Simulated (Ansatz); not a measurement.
# NH3 (ammonia) at MP2/def2-TZVPPD

What is the electronic atomisation energy of NH3 (ammonia) at MP2/def2-TZVPPD? 

The calculation is run with Ansatz 0.2.0.

29 further runs of the same task are left out: 29 set aside as unsound or not needed.

## Step 1: The structure to begin with

NH3: 4 atoms, total charge 0, spin state singlet. As SMILES, `N`. Geometry: relaxed at PBE0-D4/def2-TZVP.

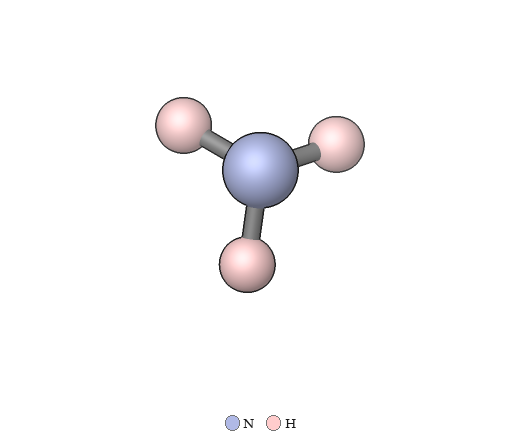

The structure, seen from a chosen angle (nitrogen light blue, hydrogen pink).

## Step 2: A single-point energy at MP2/def2-TZVPPD

job.yaml reads:

```yaml
crystal:
  periodic: [false, false, false]
  atoms:
    - {symbol: N, position_ang: [-0.069910, 0.249470, 0.110930]}
    - {symbol: H, position_ang: [0.490470, -0.301820, 0.749180]}
    - {symbol: H, position_ang: [-0.887480, -0.301940, -0.118910]}
    - {symbol: H, position_ang: [0.466920, 0.354280, -0.741200]}
basis:
  gaussian:
    orbitals: def2-TZVPPD.json
total_charge: 0
correlation:
  method: mp2
  frozen_orbitals: {H: 0, "N": 1}
accuracy: high
```

The basis set def2-TZVPPD is read from a file made from the Basis Set Exchange's data (not shown).

Command:

```sh
$ ansatz run job.yaml --threads 1 --pin off --max-ram 3480MiB --events-out events.jsonl --progress --plain --runs-dir runs
```

Standard output:

```text
Warning: RAYON_NUM_THREADS=1 ignored (pool sized by the plan → 1); use --threads N
Functional definition: HF
  name "HF"
  exchange = exact_x
  correlation = 0
1413 factors; integrals over basis functions are off by at most 3.1e-9 eV
mean field evaluation 1: about -1528.1039 eV, gradient 3.0e1 eV
mean field evaluation 2: about -1528.1037 eV, gradient 3.0e1 eV
mean field evaluation 4: about -1529.8656 eV, gradient 1.6e0 eV
mean field evaluation 8: about -1529.8771 eV, gradient 6.9e-4 eV
mean field -1529.87708304 eV, -56.2219458139 hartree, gradient 1.5e-8 eV, S^2 0.000000; 0 other end points of the search recorded, 0 dependent functions left out
1 core orbitals not correlated: weight in the atoms' cores, before any rotation towards them, 1.000 or more for the frozen orbitals, at most 0.000 for the correlated occupied ones
reference -1529.87708304 eV, -56.2219458139 hartree; 4, 4 occupied and 83, 83 virtual orbitals, 1413 factors
second order -6.43528480 eV of doubles, -0.00000000 eV of singles
Total energy: -1536.31236784 eV, -56.4584381684 hartree
```

Wall time 1.2 s (1 thread of Arm Neoverse V1, shared host); peak memory 0.14 GiB.

## Step 3: The H atom: the energy at UHF/def2-TZVPPD

in.yaml reads:

```yaml
crystal:
  periodic: [false, false, false]
  atoms:
    - {symbol: H, position_ang: [0.000000, 0.000000, 0.000000]}
basis:
  gaussian:
    orbitals: def2-TZVPPD.json
magnetization:
  spin_polarized: true
  initial_magnetization: 1
hamiltonian:
  xc: hf
accuracy: high
```

The basis set def2-TZVPPD is read from a file made from the Basis Set Exchange's data (not shown).

Run the same way, it converges to -0.49981 Eh (log not shown).

## Step 4: The N atom

job.yaml reads:

```yaml
crystal:
  periodic: [false, false, false]
  atoms:
    - symbol: N
      position_ang: [0.000000, 0.000000, 0.000000]
basis:
  gaussian:
    orbitals: def2-TZVPPD.json
magnetization:
  spin_polarized: true
  initial_magnetization: 3
correlation:
  method: mp2
  frozen_orbitals: {"N": 1}
accuracy: high
```

The basis set def2-TZVPPD is read from a file made from the Basis Set Exchange's data (not shown).

Run the same way, it converges to -54.49803 Eh (log not shown).

## Step 5: Results

At MP2/def2-TZVPPD, 1 core orbital frozen:

| quantity | value |
| --- | --- |
| molecule: total energy | -56.45844 Eh |
| molecule: correlation energy (1 core orbital frozen) | -236.5 mEh |
| H atom: total energy | -0.49981 Eh |
| H atom: ⟨S²⟩ | 0.750 |
| N atom: total energy | -54.49803 Eh |
| N atom: correlation energy (1 core orbital frozen) | -95.3 mEh |
| N atom: ⟨S²⟩ of the reference determinant | 3.758 |
| electronic atomisation energy | 12.544 eV |

**Reading.** Taking the molecule apart into free atoms costs 12.54 eV (1210 kJ/mol), before zero-point energy and without spin-orbit coupling.
